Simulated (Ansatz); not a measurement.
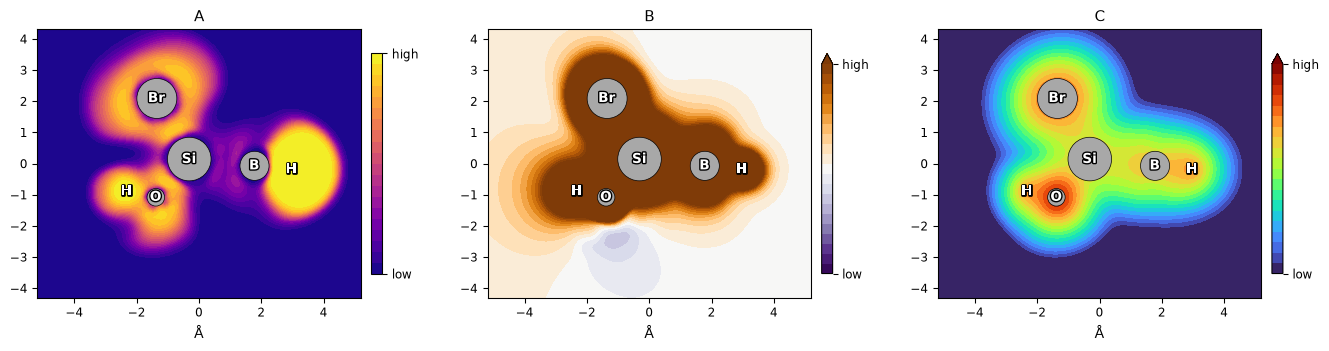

BBrH2O3Si: 3 fields on the plane of atoms Si6, O5 and H8, with unlabelled colour scales. Grey discs cover the atomic cores.

Geometry: B3LYP-D3(BJ)/def2-SVP.

All numbers below come from isolated molecule in a Gaussian basis; Kohn-Sham density functional theory, functional PBE0 (Ansatz 0.2.0).

Input

```
crystal:
  periodic: [false, false, false]
  atoms:
    - {symbol: B, position_ang: [-2.735831, 0.440892, 2.622309]}
    - {symbol: Br, position_ang: [-3.306273, -3.298674, 3.057919]}
    - {symbol: O, position_ang: [-2.421232, -0.209915, 3.814654]}
    - {symbol: O, position_ang: [-2.473686, -0.460878, 1.591625]}
    - {symbol: O, position_ang: [-0.441180, -1.954718, 2.838525]}
    - {symbol: Si, position_ang: [-2.014186, -1.526734, 2.827393]}
    - {symbol: H, position_ang: [-3.153532, 1.555845, 2.506262]}
    - {symbol: H, position_ang: [-0.205816, -2.884589, 2.938237]}
basis:
  gaussian: {orbitals: def2-SVPD}
magnetization: {spin_polarized: false, initial_magnetization: 0}
output: {forces: true, orbitals: {seedname: orbitals}}
hamiltonian: {xc: {name: PBE0}}
```

Command:

```sh
ansatz run input.yaml --threads 2 --pin off --max-ram 4350MiB --events-out events.jsonl --progress --plain --runs-dir runs
```

### Match the panels to the quantities (electron density, electron localisation function and electrostatic potential).

Panel A: electron localisation function. Panel B: electrostatic potential (strongly positive close to the atoms, with negative regions outside electron-rich atoms). Panel C: electron density. From the grid: Si–O (1.63 Å): ρ at the midpoint is about 1.2 e/Å³; the ELF peaks at about 0.85 between the atoms: a polar covalent bond. Si–B (2.11 Å): the density is about 0.58 e/Å³ at the midpoint; the ELF is about 0.25 at the midpoint.
